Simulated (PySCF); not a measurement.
## Electronic structure of C₄H₁₂OSi₂ (SMILES CC(C)(C=O)[SiH2][SiH3]) in real space

Input

```
{"job": {"kind": "uv", "xc": "wB97X-D", "basis": "def2-SVPD", "nstates": 8, "ntriplets": 3}, "charge": 0, "multiplicity": 1}
C     -1.040691     0.663796     1.147038
C     -0.718053    -0.230928    -0.051117
C     -1.954248    -0.448039    -0.910008
C     -0.113033    -1.494725     0.400498
O      0.881152    -1.568158     1.090414
Si     0.753760     0.595434    -1.029230
Si     2.631443     0.475512     0.317636
H     -0.195071     0.713757     1.828033
H     -1.289460     1.671491     0.820650
H     -1.894961     0.263550     1.694270
H     -2.757240    -0.906568    -0.331937
H     -2.316570     0.502518    -1.295074
H     -1.730439    -1.093032    -1.757029
H     -0.585050    -2.421127     0.017802
H      0.204952     1.910184    -1.400599
H      0.820352    -0.146231    -2.300027
H      3.577515     1.479951    -0.201346
H      2.385849     0.844846     1.711140
H      3.329991    -0.802983     0.241427
```

Command:

```sh
OMP_NUM_THREADS=1 python probes_run.py task.json out
```

Geometry: GFN2-xTB.

Method: wB97X-D/def2-SVPD, SCF density, gas phase (PySCF 2.14.0).

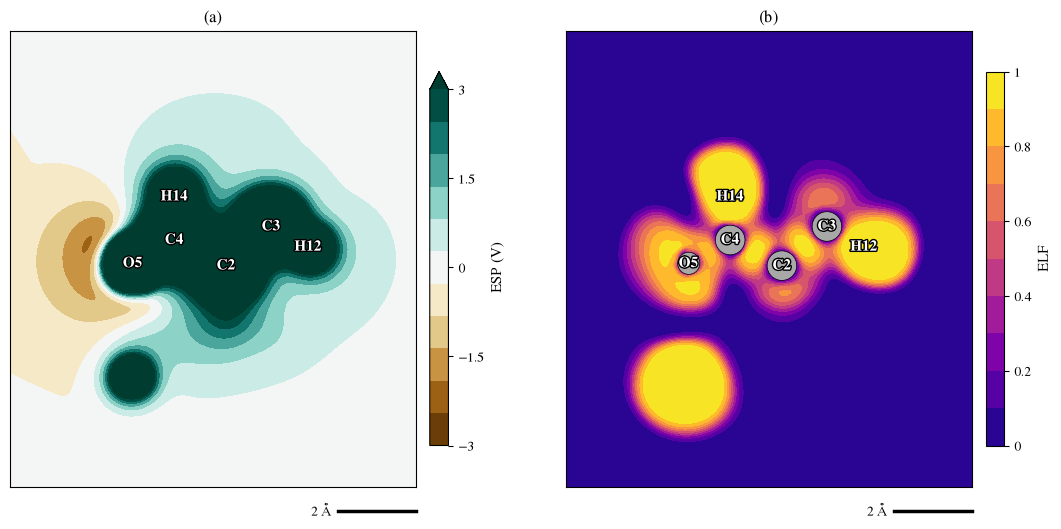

Figure 1. (a) electrostatic potential; (b) electron localisation function on the plane of atoms C3, C2 and C4. Grey discs cover the atomic cores in the ELF map.

### What do the fields say about this system?

- The section cuts through C, O and H sites.
- C–O (1.21 Å): the ELF peaks at about 0.85 between the atoms; a short, multiple covalent bond.
- C–C (1.47 Å): the ELF peaks at about 0.95 between the atoms (a shared electron pair).
- C–H (1.09 Å): the ELF climbs to about 1 towards the hydrogen, as it does in any bond to H: an ordinary covalent bond to hydrogen.
- C–C (1.52 Å): the ELF peaks at about 0.95 between the atoms (a shared electron pair).
- The ELF also peaks beside O5, away from the bonds: lone-pair regions.
- Outside the dense part of the molecule the potential is most negative (−2.0 V) near O5.

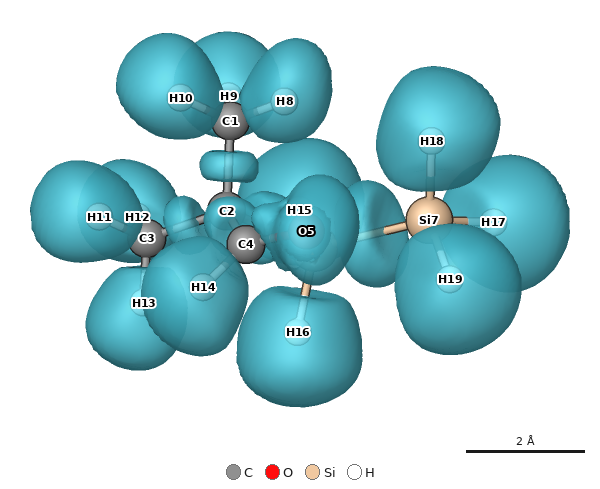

Figure 2. Isosurface of the ELF at 0.75 (cyan), seen at a tilt. Core shells and regions of very low density are left out.

### Identify the bonds, lone pairs and shells in this picture.

At this value the surface marks out three regions between bonded C–C atoms (shared pairs), one region between bonded C–Si atoms (shared pairs), one region between bonded Si–Si atoms (shared pairs), twelve regions around hydrogen nuclei and one region on O in which the atom's valence shell and bonds are merged.

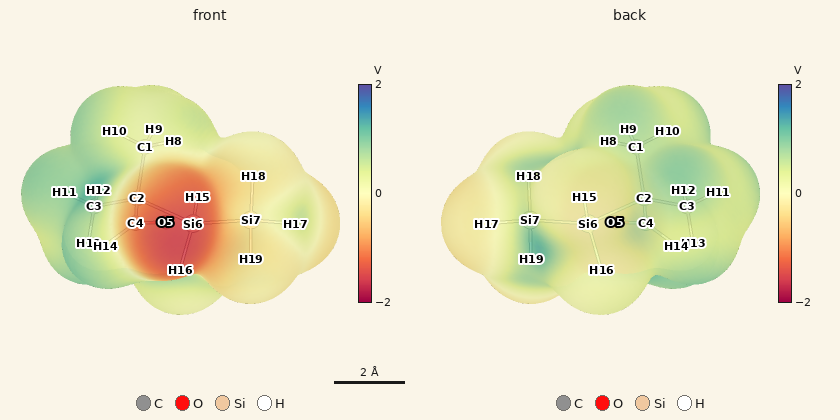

Figure 3. The molecular electrostatic potential painted on the density surface at 0.002 e/bohr³, seen from the front and from behind; the colour scale runs from red (negative) to blue (positive).

### Describe the electrostatic potential map.

The most negative region (about −1.6 V, or −37 kcal/mol for a unit charge) lies over O5, the most positive (about +1.2 V, or +28 kcal/mol for a unit charge) over C4 and Si6. O5 is the likeliest acceptor of a hydrogen bond.

### How polar is the molecule by this calculation?

Its dipole moment is 2.72 D.
